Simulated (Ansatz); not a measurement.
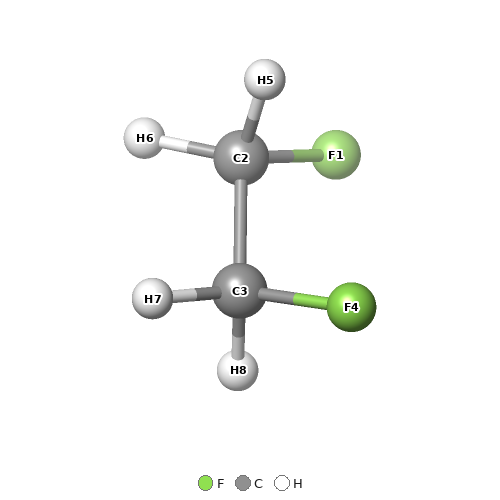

The system is C₂H₄F₂ (SMILES FCCF) with the probe F-; the picture shows it without the atoms that are moved over the map. 
- The probe is moved over the molecule's main plane.
- The first coordinate is: x of the probe's F atom; the second: y of the probe's F atom.
- Nothing is relaxed (molecule and probe rigid).
- The scan uses a 15 × 15 grid; 100 points were computed and 88 follow by symmetry. At 37 points there is no value (left out of the scan, as a rule where atoms come close).
- All energies are given in kJ/mol relative to molecule and probe far apart, each relaxed in its own basis (no counterpoise correction).
- Energies and slopes of some neighbouring points disagree (a jump in structure or state, or too coarse a mesh).
- Computed with Ansatz, RKS CAM-B3LYP-D4/def2-SVPD.

Range: x of the probe's F atom from −4.13 to 4.13 Å; y of the probe's F atom from −4.13 to 4.13 Å.

### Predict the map.

The lowest grid point is at x of the probe's F atom = 0.00 Å, y of the probe's F atom = 3.54 Å [nearest 2 H at 2.40 Å], −89 kJ/mol from molecule and probe far apart, each relaxed in its own basis (no counterpoise correction). The highest grid point, x of the probe's F atom = −1.77 Å, y of the probe's F atom = 0.59 Å [nearest 1 H at 1.04 Å], lies 2882 kJ/mol above the lowest.

| y of the probe's F atom ↓, x of the probe's F atom → | −4.13 | −3.54 | −2.95 | −2.36 | −1.77 | −1.18 | −0.59 | 0.00 | 0.59 | 1.18 | 1.77 | 2.36 | 2.95 | 3.54 | 4.13 |
| --- | --- | --- | --- | --- | --- | --- | --- | --- | --- | --- | --- | --- | --- | --- | --- |
| 4.13 | −23 | −30 | −39 | −48 | −57 | −63 | −66 | −67 | −66 | −63 | −57 | −48 | −39 | −30 | −23 |
| 3.54 | −26 | −36 | −49 | −64 | −77 | −85 | −88 | −89 | −88 | −85 | −77 | −64 | −49 | −36 | −26 |
| 2.95 | −28 | −41 | −60 | −80 | −87 | −77 | −77 | −83 | −77 | −77 | −87 | −80 | −60 | −41 | −28 |
| 2.36 | −28 | −44 | −65 | −66 | 54 | 284 | 224 | 127 | 224 | 284 | 54 | −66 | −65 | −44 | −28 |
| 1.77 | −25 | −41 | −51 | 48 | – | – | – | 1082 | – | – | – | 48 | −51 | −41 | −25 |
| 1.18 | −18 | −27 | −7 | 256 | – | – | – | – | – | – | – | 256 | −7 | −27 | −18 |
| 0.59 | −7 | 1 | 111 | 830 | 2794 | – | – | – | – | – | 2794 | 830 | 111 | 1 | −7 |
| 0.00 | 6 | 39 | 365 | 1984 | – | – | – | – | – | – | – | 1984 | 365 | 39 | 6 |
| −0.59 | 16 | 61 | 496 | – | – | – | – | 2084 | – | – | – | – | 496 | 61 | 16 |
| −1.18 | 20 | 52 | 294 | 1612 | – | – | 1988 | 904 | 1988 | – | – | 1612 | 294 | 52 | 20 |
| −1.77 | 21 | 35 | 103 | 403 | 1015 | 1140 | 565 | 253 | 565 | 1140 | 1015 | 403 | 103 | 35 | 21 |
| −2.36 | 20 | 27 | 42 | 83 | 147 | 161 | 106 | 74 | 106 | 161 | 147 | 83 | 42 | 27 | 20 |
| −2.95 | 19 | 24 | 29 | 36 | 44 | 46 | 42 | 39 | 42 | 46 | 44 | 36 | 29 | 24 | 19 |
| −3.54 | 18 | 21 | 25 | 28 | 30 | 32 | 32 | 32 | 32 | 32 | 30 | 28 | 25 | 21 | 18 |
| −4.13 | 16 | 19 | 22 | 24 | 26 | 27 | 27 | 27 | 27 | 27 | 26 | 24 | 22 | 19 | 16 |

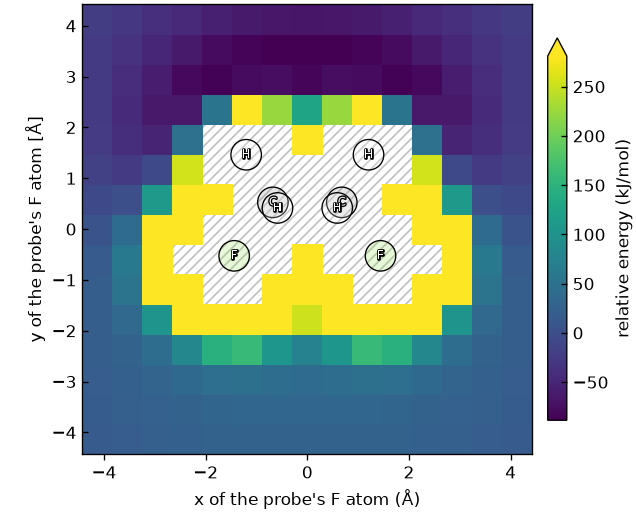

The picture shows one coloured cell a grid point, labelled circles for the molecule's atoms, projected on the plane, one colour for all values above the top of the scale, hatched blanks where no value was computed.

The whole map (100 points run) took 21 min on 1 thread of Arm Neoverse N1, on a shared host.
